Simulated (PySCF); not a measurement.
## NMR shielding calculation, with input and output: C$_{3}$H$_{5}$FO

- system: C$_{3}$H$_{5}$FO (epifluorohydrin)
- method: GIAO WP04/pcSseg-2 NMR shielding, non-relativistic, gas phase (PySCF 2.14.0)

The geometry comes from this level: PBE0-D3(BJ)/def2-SVP. Figures and captions count atoms from 1; the log counts them from 0 in places.

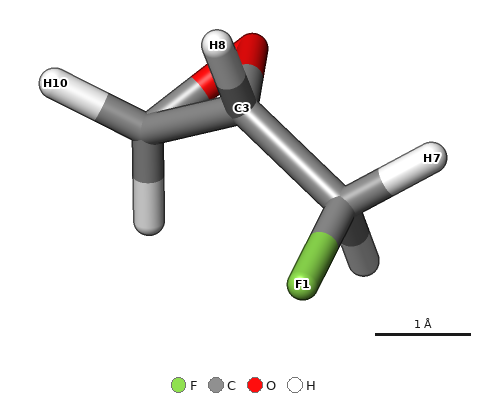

The input geometry (stick view, seen at a tilt; atoms are numbered from 1 in the order of the input). Bond lengths as drawn: C–C 1.46 to 1.50 Å, C–F 1.37 Å, C–H 1.10 Å and C–O 1.41 Å.

## Summary

- outcome: converged
- total energy: −298.558425 hartree
- HOMO: −9.36 eV
- LUMO: −0.66 eV
- dipole moment: 0.57 D
- isotropic shielding, F: 419.4 ppm
- isotropic shielding, C: 81.6 to 121.7 ppm
- isotropic shielding, O: 305.3 ppm
- isotropic shielding, H: 26.9 to 29.2 ppm
- hardware: 1 CPU thread, shared host
- wall time: 27 s
- peak memory: 0.87 GiB

## Input file
```
{"job": {"kind": "nmr", "xc": "WP04", "basis": "pcSseg-2", "pop": false}, "charge": 0, "multiplicity": 1}
F      1.949405     0.264475     0.844449
C      1.198935     0.148040    -0.295951
C     -0.233016     0.494569    -0.006776
C     -1.202770    -0.537145     0.357160
O     -1.168804     0.013361    -0.941998
H      1.257268    -0.885013    -0.678777
H      1.610797     0.826360    -1.063152
H     -0.403685     1.521929     0.346193
H     -0.872966    -1.580905     0.442285
H     -2.074523    -0.267250     0.966019
```

The first line tells a small driver script what to run in PySCF; the rest is the geometry in Å.

Launched with:
```bash
OMP_NUM_THREADS=1 python <driver script> task.json out
```

## The program's output
```
coarse grid: 8536 points
cycle   1  E = -298.3757941032  dE =  6.663e-01  |g| = 1.071e+00  |ddm| = 1.994e+00
cycle   2  E = -297.9228352996  dE =  4.530e-01  |g| = 1.904e+00  |ddm| = 1.801e+00
cycle   3  E = -298.5480308160  dE = -6.252e-01  |g| = 2.290e-01  |ddm| = 1.391e+00
cycle   4  E = -298.5564911996  dE = -8.460e-03  |g| = 1.081e-01  |ddm| = 1.937e-01
cycle   5  E = -298.5582345295  dE = -1.743e-03  |g| = 2.845e-02  |ddm| = 6.446e-02
cycle   6  E = -298.5583690056  dE = -1.345e-04  |g| = 7.821e-03  |ddm| = 1.948e-02
cycle   7  E = -298.5583812247  dE = -1.222e-05  |g| = 9.866e-04  |ddm| = 5.079e-03
cycle   8  E = -298.5583813501  dE = -1.254e-07  |g| = 6.070e-04  |ddm| = 9.507e-04
final grid: 83296 points
cycle   9  E = -298.5584097201  dE = -1.372e-04  |g| = 8.595e-03  |ddm| = 4.990e-02
cycle  10  E = -298.5583912211  dE =  1.850e-05  |g| = 1.336e-02  |ddm| = 1.132e-02
cycle  11  E = -298.5584240100  dE = -3.279e-05  |g| = 2.017e-03  |ddm| = 6.809e-03
cycle  12  E = -298.5584246981  dE = -6.881e-07  |g| = 6.476e-04  |ddm| = 1.433e-03
cycle  13  E = -298.5584247602  dE = -6.213e-08  |g| = 2.846e-04  |ddm| = 4.105e-04
cycle  14  E = -298.5584247721  dE = -1.185e-08  |g| = 5.083e-05  |ddm| = 1.785e-04
cycle  15  E = -298.5584247724  dE = -3.924e-10  |g| = 1.087e-05  |ddm| = 3.428e-05
```

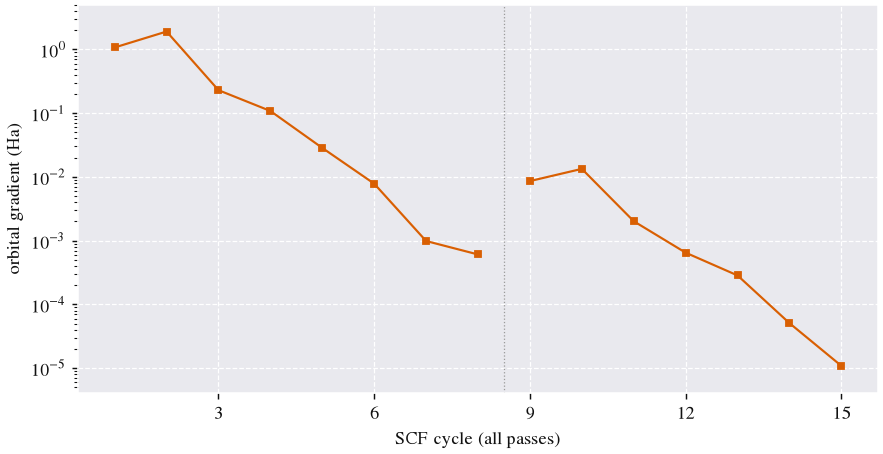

Convergence of the self-consistent field: orbital gradient against the SCF cycle. The dotted line marks the change from a coarse to the final integration grid. The first 8 cycles use a coarse grid, the final grid takes over at cycle 9, and the field converges after 15 cycles in all.

```
converged SCF energy = -298.5584247724

GIAO shielding tensors (ppm)
atom      isotropic    diamagn.    paramagn.     s11        s22        s33       span
  0 F      419.372     469.988     -50.617    402.148    412.100    443.867     41.719
  1 C       81.629     237.801    -156.172     46.342     62.931    135.613     89.271
  2 C      119.943     245.591    -125.648     65.661    131.075    163.092     97.430
  3 C      121.699     248.762    -127.062     76.115    130.254    158.729     82.614
  4 O      305.314     391.224     -85.911    148.355    368.514    399.072    250.717
  5 H       28.086      29.768      -1.682     24.528     29.176     30.553      6.025
  6 H       26.888      28.430      -1.542     23.070     27.839     29.757      6.687
  7 H       28.724      29.446      -0.722     23.515     27.332     35.324     11.809
  8 H       29.180      30.983      -1.803     24.675     27.491     35.372     10.697
  9 H       28.952      29.342      -0.390     24.294     26.466     36.095     11.801
```

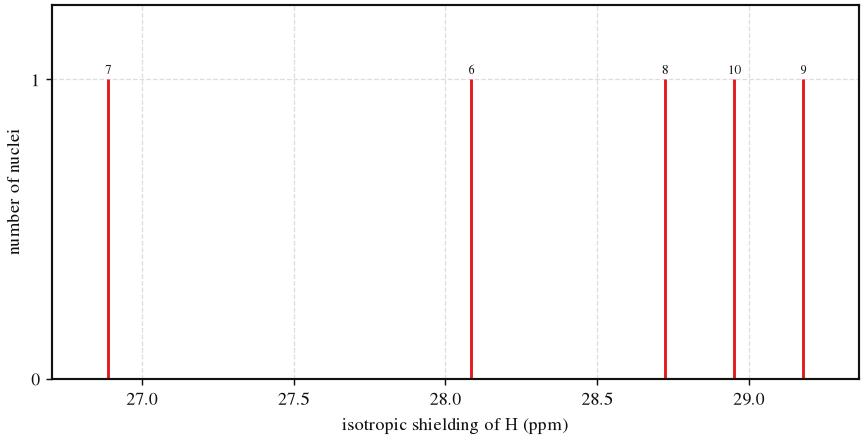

Isotropic shieldings of the hydrogen nuclei in this fixed geometry, labelled by atom number; shielding grows to the right, so chemical shift grows to the left. The least shielded is H7 (26.9 ppm), the most shielded H9 (29.2 ppm).
